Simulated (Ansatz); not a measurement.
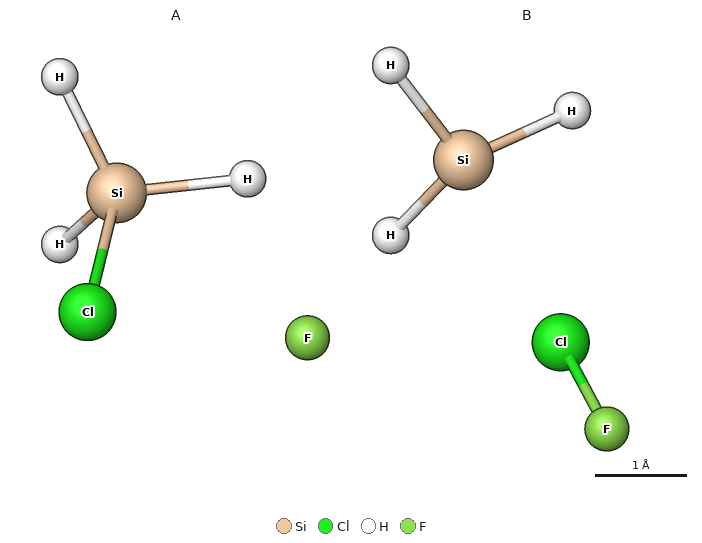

Two geometries of SiH$_{3}$ClF (multiplicity 2), drawn at one scale. One is the start of a relaxation, the other its converged end. Style: ball-and-stick. Shown from a free direction.

These are results of UKS BHLYP-D4/def2-SVP (Ansatz), not measurements. Settings: collinear spin; force threshold 0.03 eV/Å; at most 50 steps.

Question: Which geometry has the lower energy?

Answer: Structure A is the relaxed one. The run prepares an end point of a later path (reaction) calculation, from a guessed geometry. After 23 accepted moves (24 points after the start) the energy has fallen by 258.9 kJ/mol. Largest force component: 2.5 eV/Å at the start, 0.016 eV/Å at the end. The line search rejected the trial step at point 13 of the run. The forces were under the threshold at step 8, but the run went on from there. The largest move after the best rigid fit is that of the F atom, 1.67 Å. By element the largest moves are F 1.67 Å, Cl 1.45 Å, H 1.21 Å, Si 0.57 Å. Near-neighbour distances that change, for instance: Cl–Si 3.326 → 2.082 Å, Cl–F 1.581 → 2.478 Å, H–Si 1.478 → 1.471 Å. New bonds form, among them: Cl–Si (3.33 → 2.08 Å). Bonds break, among them: Cl–F (1.58 → 2.48 Å). Cost: 3.1 min on 1 thread of Arm Neoverse V1, on a shared host, peak memory 0.17 GiB.

Limits of the set-up: the start holds two separate molecules, 3.3 Å apart at their closest, whose relative position is a soft coordinate.
